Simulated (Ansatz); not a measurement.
**AlCl3H2O2: density, localisation and related maps**

```xyz
8

Al   -0.8685   -0.5562   -0.1780
Cl   -2.2515    0.3331   -1.4538
Cl    0.6930   -1.6581   -1.1142
Cl   -1.4839   -1.2301    1.7153
H     0.5783    0.7082    1.4183
O     0.2716    0.8760    0.5124
O     1.4414    1.1926   -0.2269
H     1.6196    0.3344   -0.6731
```

The reactant side of a reaction path; geometry: PBE0-D4/def2-TZVP; a saddle point, not a minimum.

Level of theory: RKS PBE0-D4/def2-TZVPP (Ansatz).

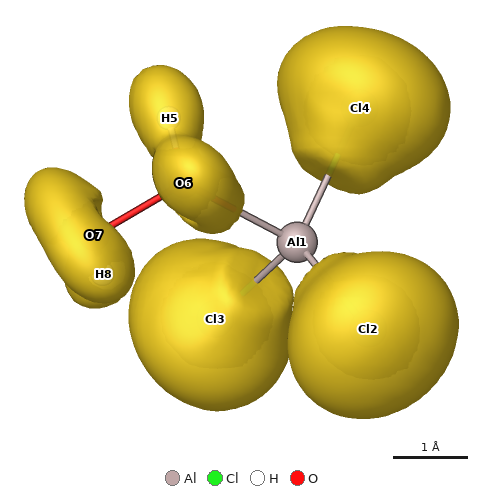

Figure 1. Isosurface of the ELF at 0.8 (yellow), seen across its widest extent. Only the valence region is drawn (cores and ρ < 0.01 e/Å³ removed).

Q: Identify the bonds, lone pairs and shells in this picture.

A: The surface consists of three regions on Cl in which the atom's valence shell and bonds are merged and two joined regions spread over several atoms (H, O), in which their bonds and any lone pairs are merged. Along the contacts the grid gives the following. O–O (1.42 Å): the ELF peaks at about 0.75 between the atoms (localised, covalent bonding). Al–O (1.96 Å): the ELF peaks at about 0.90 in the valence shell of O, 0.6 Å from its nucleus, and is about 0.55 at the midpoint.

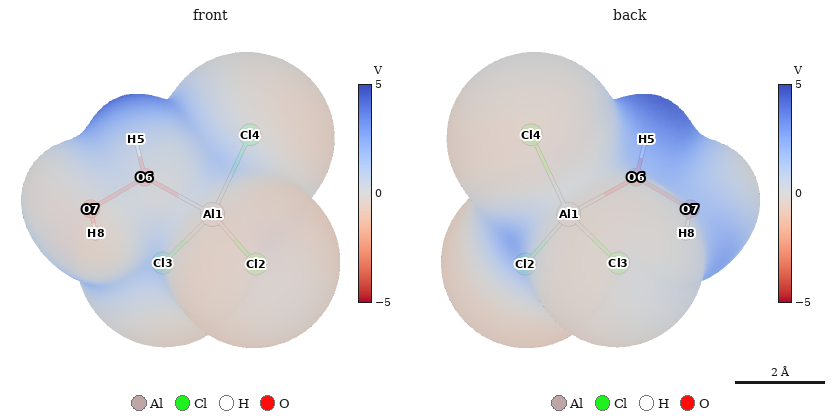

Figure 2. The electrostatic potential painted on the density surface at 0.002 e/bohr³, seen from the front and from behind; red is negative and blue positive.

Q: Describe the electrostatic potential map.

A: The most negative region (about −0.6 V, or −14 kcal/mol for a unit charge) lies over Cl2, the most positive (about +4.1 V, or +95 kcal/mol for a unit charge) over H5.

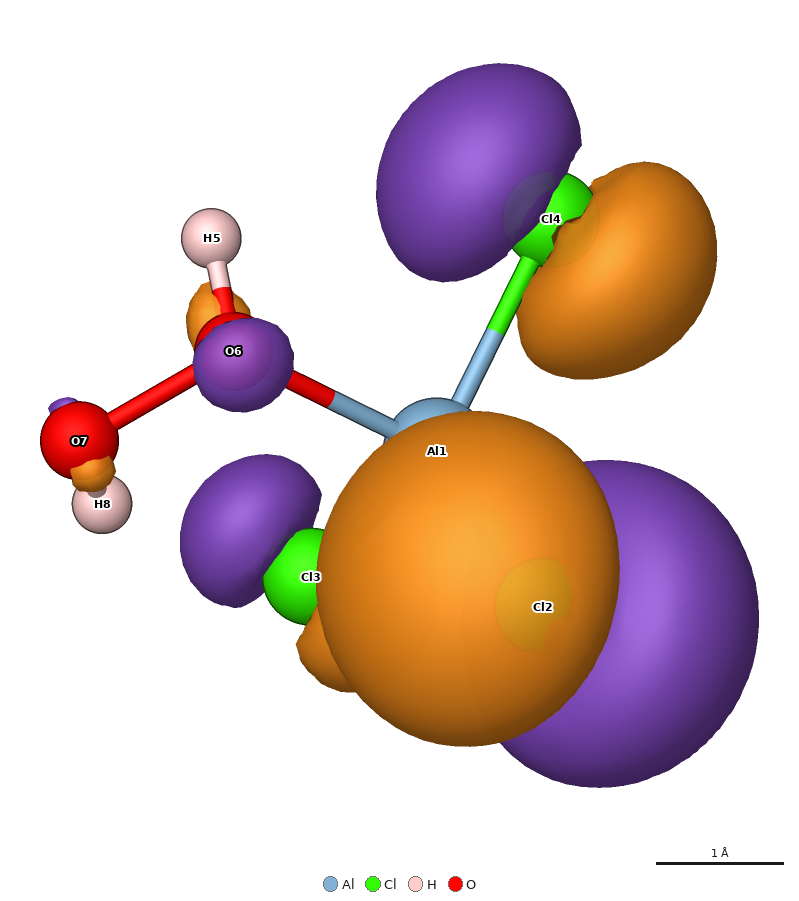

Figure 3. The HOMO−1 at ±0.08 Å⁻³ᐟ² (orange and purple are the two phases), seen at a tilt.

Q: What is the character of this orbital?

A: Its weight (Hirshfeld) is mainly on Cl2 (about 75 %) and Cl4 (about 15 %); largely a lone pair of Cl2. Its energy is −9.32 eV.

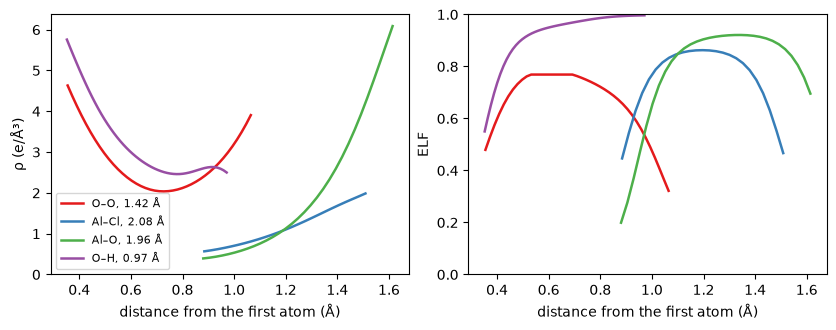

Figure 4. Total electron density and ELF along straight lines between neighbouring atoms. The curves leave out the atomic cores.

Q: Compare the contacts.

A: O–O (1.42 Å): the density is about 2 e/Å³ at the midpoint; the ELF peaks at about 0.75 between the atoms (a covalent bond).
Al–Cl (2.08 Å): ρ at the midpoint is about 0.77 e/Å³; the ELF peaks at about 0.85 in the valence shell of Cl, 0.9 Å from its nucleus, and is about 0.80 at the midpoint.
Al–O (1.96 Å): ρ is about 0.5 e/Å³ halfway; the ELF peaks at about 0.90 in the valence shell of O, 0.6 Å from its nucleus, and is about 0.55 at the midpoint.
O–H (0.97 Å): ρ is about 3.9 e/Å³ halfway; the ELF climbs to about 1 towards the hydrogen, as it does in any bond to H: a covalent bond by its length.
